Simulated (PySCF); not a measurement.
**BLYP/aug-cc-pVDZ run of GePH4Cl (SMILES [PH2][GeH2][Cl])**

Aim: the vertical singlet–triplet gap of GePH4Cl at BLYP/aug-cc-pVDZ, from 2 runs. The job is set up through a Python script.

The results are computed with PySCF 2.14.0.

## (1) The molecule

GePH4Cl has 7 atoms, charge 0, and is taken as a singlet. As SMILES, `[PH2][GeH2][Cl]`. Geometry: a GFN2-xTB relaxation, a rough one for these elements and not checked as a minimum. This is one conformer, not always the lowest.

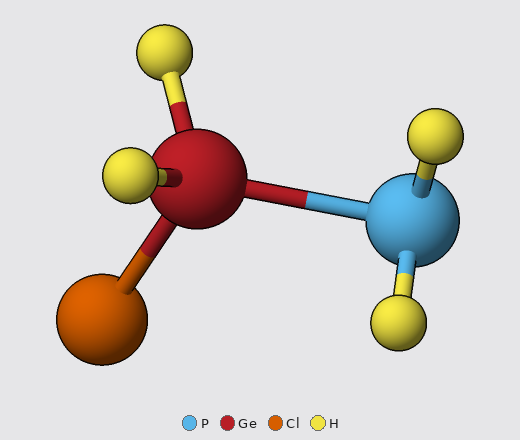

The structure, seen from a chosen angle (phosphorus blue, germanium red, chlorine orange, hydrogen yellow).

## (2) A single-point energy at BLYP/aug-cc-pVDZ

File geometry.xyz:

```xyz
7
ClGeH4P
P     -0.848280     0.159240    -1.350800
Ge     0.627510    -0.161770     0.396700
Cl     1.884440     1.522000     0.563350
H     -1.663390    -0.887510    -0.937300
H     -1.581720     1.096660    -0.630550
H      0.036210    -0.374130     1.787390
H      1.545220    -1.354480     0.171220
```

File calc.py:

```python
from pyscf import gto, dft

mol = gto.M(
    atom='geometry.xyz',
    charge=0,
    verbose=3,
    spin=0,
    basis='aug-cc-pvdz',
    max_memory=1860,
)

myscf = dft.RKS(mol, xc='blyp')
myscf.conv_tol = 1e-10
myscf.grids.level = 8
myscf.kernel()
if not myscf.converged:
    myscf = myscf.newton().run(myscf.mo_coeff, myscf.mo_occ)

energy = myscf.e_tot
print(f'total energy: {energy:.8f} hartree')
```

Run with:

```sh
$ OMP_NUM_THREADS=1 python calc.py
```

The program printed:

```text
converged SCF energy = -2881.00360030671
total energy: -2881.00360031 hartree
```

Run time: 1.7 min. Hardware: 1 thread of Arm Neoverse N1, shared host; peak memory 0.76 GiB.

## (3) The triplet, same level

File mol.xyz:

```xyz
7
ClGeH4P
P     -0.848280     0.159240    -1.350800
Ge     0.627510    -0.161770     0.396700
Cl     1.884440     1.522000     0.563350
H     -1.663390    -0.887510    -0.937300
H     -1.581720     1.096660    -0.630550
H      0.036210    -0.374130     1.787390
H      1.545220    -1.354480     0.171220
```

File calc.py:

```python
from pyscf import gto, dft

mol = gto.M(
    atom='mol.xyz',
    max_memory=1860,
    spin=2,
    verbose=3,
    basis='aug-cc-pvdz',
)

calc0 = dft.UKS(mol)
calc0.xc = 'blyp'
calc0.conv_tol = 1e-10
calc0.grids.level = 8
calc0.kernel()
if not calc0.converged:
    calc0 = calc0.newton().run(calc0.mo_coeff, calc0.mo_occ)

etot = calc0.e_tot
print('Final energy', etot)
```

Run with:

```sh
$ OMP_NUM_THREADS=1 python calc.py
```

The program printed:

```text
WARN: HOMO -0.0646804340194045 >= LUMO -0.272332026519598

WARN: HOMO -0.104507898581697 >= LUMO -0.176468674714126

WARN: HOMO -0.0693200293903224 >= LUMO -0.243733232323524

WARN: HOMO -0.0764296830898938 >= LUMO -0.253678783833756

WARN: HOMO -0.076850138606551 >= LUMO -0.251721381253592

WARN: HOMO -0.0762061627574711 >= LUMO -0.250935998511144

WARN: HOMO -0.0761643565548886 >= LUMO -0.249690791324021

WARN: HOMO -0.0766375849452077 >= LUMO -0.25005367039529

WARN: HOMO -0.0764842070775473 >= LUMO -0.249775171940386

WARN: HOMO -0.0765243398788336 >= LUMO -0.249787701131951

WARN: HOMO -0.0765337128356047 >= LUMO -0.249797944366846

WARN: HOMO -0.0765280695277175 >= LUMO -0.249790323671075

WARN: HOMO -0.0765284757382059 >= LUMO -0.249791668010864

WARN: HOMO -0.0765289810320073 >= LUMO -0.249791941987468

WARN: HOMO -0.07652895069891 >= LUMO -0.249792102930804

converged SCF energy = -2880.81878790011  <S^2> = 2.0033801  2S+1 = 3.0022525
Final energy -2880.8187879001125
```

It took 3.9 min on 1 thread of Arm Neoverse N1, shared host; peak memory 0.78 GiB.

## (4) Summary of results

At BLYP/aug-cc-pVDZ:

| quantity | value |
| --- | --- |
| singlet: total energy | -2881.00360 Eh |
| singlet: dipole moment | 2.00 D |
| singlet: HOMO energy | -6.68 eV |
| singlet: LUMO energy | -1.42 eV |
| singlet: HOMO–LUMO gap | 5.26 eV |
| triplet: total energy | -2880.81879 Eh |
| triplet: dipole moment | 1.84 D |
| triplet: HOMO energy (highest over α and β) | -2.08 eV |
| triplet: ⟨S²⟩ | 2.003 |
| vertical energy of the triplet above the singlet | 5.029 eV |

In words: At this shape the triplet lies 5.03 eV (485 kJ/mol) above the singlet. Mulliken charges (singlet) run from -0.70 on P1 to +0.41 on H7; in a basis this large or diffuse they mean little.
